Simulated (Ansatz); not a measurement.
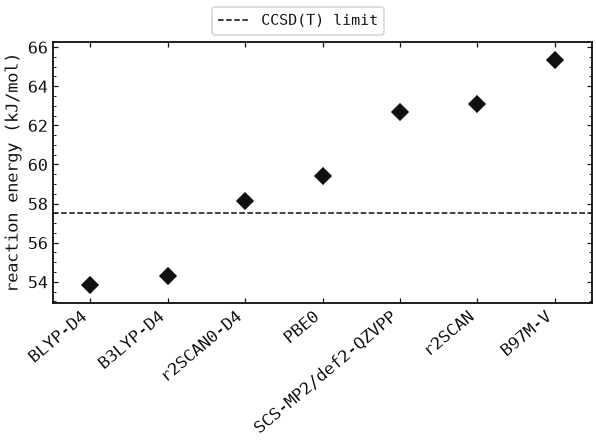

Electronic reaction energy of SiF₄ (F[Si](F)(F)F) + SiNH₅O₂ (N[SiH](O)O) → Si₂NH₄O₂F₃ (O[SiH](O)N[Si](F)(F)F) + HF (F) (SMILES in brackets) at several levels (functionals in def2-TZVPP unless a basis is named), isolated molecules at PBE0-D4 triple-zeta geometries, minima by their frequencies, no zero-point or thermal terms, the Ansatz code 0.2.0. The line is frozen-core CCSD(T) at the basis limit (MP2 extrapolated from triple and quadruple zeta, plus CCSD(T) less MP2 in a smaller set). No dispersion term is added to PBE0 and r2SCAN. The distance of SCS-MP2/def2-QZVPP to the limit includes basis error.

Q: What range do the values span, the line included?

A: From 53.8 kJ/mol (BLYP-D4) to 65.3 kJ/mol (B97M-V).

Q: Which level comes closest to the line (CCSD(T) limit), and which misses most?

A: Closest r2SCAN0-D4 (58.1 kJ/mol), against 57.5 kJ/mol; farthest B97M-V (65.3 kJ/mol).

Known limits of this run: one conformer of each flexible molecule.
